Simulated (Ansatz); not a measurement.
# CHClGeNO (SMILES O=C=[N][GeH][Cl]): UPBE0/def2-SVP

Aim: the energy change on altering one bond length of CHClGeNO at UPBE0/def2-SVP, from 2 runs. 

Program for the calculation: Ansatz 0.2.0.

123 further runs of the same task are left out: 123 set aside as unsound or not needed.

## Step 1: Starting point

The species is CHClGeNO (6 atoms), meant as a doublet with charge 0. SMILES: `O=C=[N][GeH][Cl]`. The coordinates come from a PBE0-D4/def2-TZVP relaxation. This is one conformer, not always the lowest.

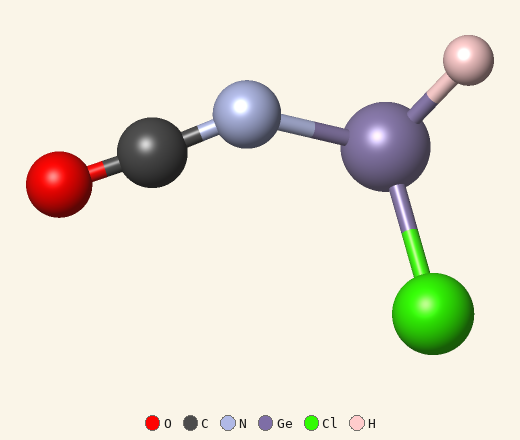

The structure, seen from a chosen angle (oxygen red, carbon dark grey, nitrogen light blue, germanium purple, chlorine green, hydrogen pink).

## Step 2: The energy at UPBE0/def2-SVP

in.yaml

```yaml
crystal:
  periodic: [false, false, false]
  atoms:
    - {symbol: O, position_ang: [0.024100, -1.617100, -2.245100]}
    - {symbol: C, position_ang: [-0.242900, -1.020000, -1.284700]}
    - {symbol: "N", position_ang: [-0.575200, -0.454300, -0.273000]}
    - {symbol: Ge, position_ang: [-0.153300, 1.067300, 0.651100]}
    - {symbol: Cl, position_ang: [1.946900, 0.976200, 1.132800]}
    - {symbol: H, position_ang: [-0.957700, 0.983900, 1.972700]}
basis:
  gaussian: {orbitals: def2-SVP}
accuracy: high
output: {orbitals: {seedname: orbitals}}
hamiltonian: {xc: pbe0}
magnetization: {spin_polarized: true, initial_magnetization: 1}
```

The run is started by

```sh
$ ansatz run in.yaml --threads 1 --pin off --max-ram 3480MiB --events-out events.jsonl --progress --plain --runs-dir runs
```

The program printed:

```text
Warning: RAYON_NUM_THREADS=1 ignored (pool sized by the plan → 1); use --threads N
Functional definition: PBE0
  name "PBE0"
  parameter a = 0.25
  parameter kappa = 0.804
  parameter beta = 0.06672455060314922
  exchange = (1 - a)*pbe_x(kappa = kappa, mu = beta*pi^2/3) + a*exact_x
  correlation = pbe_c(beta = beta)
1963 factors; integrals over basis functions are off by at most 4.4e-9 eV
mean field evaluation 1: about -73596.2962 eV, gradient 3.5e1 eV
mean field evaluation 2: about -73587.9640 eV, gradient 5.5e1 eV
mean field evaluation 4: about -73600.8548 eV, gradient 3.1e0 eV
mean field evaluation 8: about -73601.0866 eV, gradient 3.6e-1 eV
mean field evaluation 16: about -73601.0872 eV, gradient 4.1e-4 eV
mean field -73601.08718575 eV, -2704.7900654675 hartree, gradient 6.1e-8 eV, S^2 0.752578; 0 other end points of the search recorded, 0 dependent functions left out
reference -73601.08718772 eV, -2704.7900655401 hartree; 36, 35 occupied and 61, 62 virtual orbitals, 1963 factors
Total energy: -73601.08718772 eV, -2704.7900655401 hartree
```

It took 21 s on 1 thread of Arm Neoverse V1, shared host; peak memory 0.54 GiB.

## Step 3: The distorted shape

in.yaml

```yaml
crystal:
  periodic: [false, false, false]
  atoms:
    - {symbol: O, position_ang: [-1.026013, -1.571549, -2.485953]}
    - {symbol: C, position_ang: [-1.293013, -0.974449, -1.525553]}
    - {symbol: N, position_ang: [-1.625313, -0.408749, -0.513853]}
    - {symbol: Ge, position_ang: [-1.203413, 1.112851, 0.410247]}
    - {symbol: Cl, position_ang: [1.946900, 0.976200, 1.132800]}
    - {symbol: H, position_ang: [-2.007813, 1.029451, 1.731847]}
basis:
  gaussian: {orbitals: def2-SVP}
magnetization: {spin_polarized: true, initial_magnetization: 1}
hamiltonian: {xc: pbe0}
accuracy: high
output: {orbitals: {seedname: orbitals}}
```

The run is started by

```sh
$ ansatz run in.yaml --threads 1 --pin off --max-ram 3480MiB --events-out events.jsonl --progress --plain --runs-dir runs
```

The program printed, cut to the lines that bear on the results:

```text
Warning: RAYON_NUM_THREADS=1 ignored (pool sized by the plan → 1); use --threads N
[... 7 set-up lines as earlier in the session ...]
1912 factors; integrals over basis functions are off by at most 4.6e-9 eV
mean field evaluation 1: about -73591.8481 eV, gradient 3.7e1 eV
mean field evaluation 2: about -73549.9539 eV, gradient 8.0e1 eV
mean field evaluation 4: about -73598.4557 eV, gradient 6.3e0 eV
mean field evaluation 8: about -73598.7264 eV, gradient 4.5e-1 eV
mean field evaluation 16: about -73598.8978 eV, gradient 5.4e-2 eV
mean field evaluation 32: about -73598.8984 eV, gradient 1.8e-4 eV
mean field evaluation 64: about -73598.7535 eV, gradient 1.1e0 eV
mean field -73598.89843972 eV, -2704.7096305344 hartree, gradient 6.0e-8 eV, S^2 0.793433; 4 other end points of the search recorded, 0 dependent functions left out
reference -73598.89844177 eV, -2704.7096306098 hartree; 36, 35 occupied and 61, 62 virtual orbitals, 1912 factors
Total energy: -73598.89844177 eV, -2704.7096306098 hartree
```

It took 38 s on 1 thread of Arm Neoverse V1, shared host; peak memory 0.53 GiB.

## Step 4: Summary of results

At UPBE0/def2-SVP:

| quantity | value |
| --- | --- |
| first shape: total energy | -2704.79007 Eh |
| first shape: HOMO energy (highest over α and β) | -6.91 eV |
| first shape: LUMO energy (lowest over α and β) | -3.78 eV |
| first shape: ⟨S²⟩ | 0.753 |
| distorted shape: total energy | -2704.70963 Eh |
| distorted shape: HOMO energy (highest over α and β) | -7.54 eV |
| distorted shape: LUMO energy (lowest over α and β) | -5.17 eV |
| distorted shape: ⟨S²⟩ | 0.793 |
| energy change with the Ge4–Cl5 bond stretched from 2.157 to 3.235 Å | 2.189 eV |

What this shows: With the Ge4–Cl5 bond stretched from 2.157 to 3.235 Å the energy rises by 2.19 eV (50 kcal/mol). The first shape isn't relaxed at this level, so the change isn't measured from a minimum.
